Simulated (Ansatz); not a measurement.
# C2H5OSi radical: small, medium and large basis sets

How large a basis does C2H5OSi radical need? Two functionals are run in growing sets.

The runs use Ansatz 0.2.0, Gaussian basis; one geometry, several basis sets.

Plan: PBE0-D4/def2-SVP; ωB97M-V/def2-SVP; PBE0-D4/def2-QZVPP; ωB97M-V/def2-QZVPP; the functionals' def2-TZVPP values are taken from earlier runs.

## 1. Structure used throughout

The geometry comes from an earlier relaxation with PBE0-D4 in a triple-zeta def2 set; it is a stationary point, not always the lowest conformer.

9 atoms, charge 0, spin multiplicity 2.

Atoms are counted from 1 here; the program's logs count them from 0.

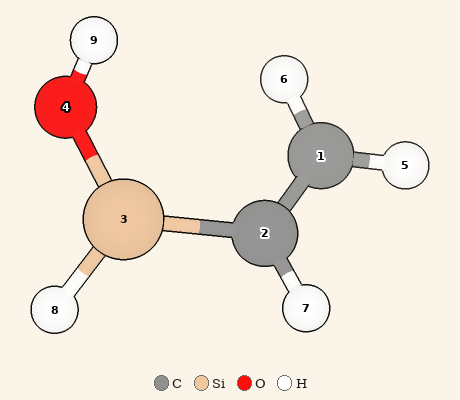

The structure; carbon grey, silicon light orange, oxygen red, hydrogen white; atoms are numbered from 1 in the order of the file.

## 2. PBE0-D4 in def2-SVP

in.yaml reads:

```yaml
crystal:
  periodic: [false, false, false]
  atoms:
    - {symbol: C, position_ang: [-0.108203, 1.177349, -0.835405]}
    - {symbol: C, position_ang: [0.605626, 0.054938, -0.712574]}
    - {symbol: Si, position_ang: [0.443534, -1.132038, 0.689959]}
    - {symbol: O, position_ang: [-0.838208, -0.801194, 1.678172]}
    - {symbol: H, position_ang: [0.052839, 1.879432, -1.648142]}
    - {symbol: H, position_ang: [-0.898683, 1.432006, -0.135113]}
    - {symbol: H, position_ang: [1.384833, -0.144995, -1.447569]}
    - {symbol: H, position_ang: [0.260142, -2.531926, 0.222670]}
    - {symbol: H, position_ang: [-0.813381, 0.020227, 2.171003]}
basis:
  gaussian: {orbitals: def2-SVP}
magnetization: {spin_polarized: true, initial_magnetization: 1}
hamiltonian: {xc: pbe0, dispersion: d4}
output: {orbitals: {seedname: orbitals}}
```

On the command line:

```sh
> ansatz run in.yaml --threads 4 --pin off --events-out ev --progress --plain --max-ram 10444MiB
```

Further steps of the session: ωB97M-V in def2-SVP; PBE0-D4 in def2-QZVPP; ωB97M-V in def2-QZVPP.

**Question.** What will the summary of the whole plan be? Wanted: PBE0-D4: double and triple zeta above quadruple; ωB97M-V: double and triple zeta above quadruple.

**Answer**, as computed:

| quantity | value |
| --- | --- |
| PBE0-D4: double and triple zeta above quadruple | 8.39, 0.52 eV |
| ωB97M-V: double and triple zeta above quadruple | 8.56, 0.49 eV |

What this shows: For PBE0-D4 the step from double to triple zeta gains 7.87 eV and the next only 0.52 eV. Total energies overstate the basis error of differences, where much of it tends to cancel.
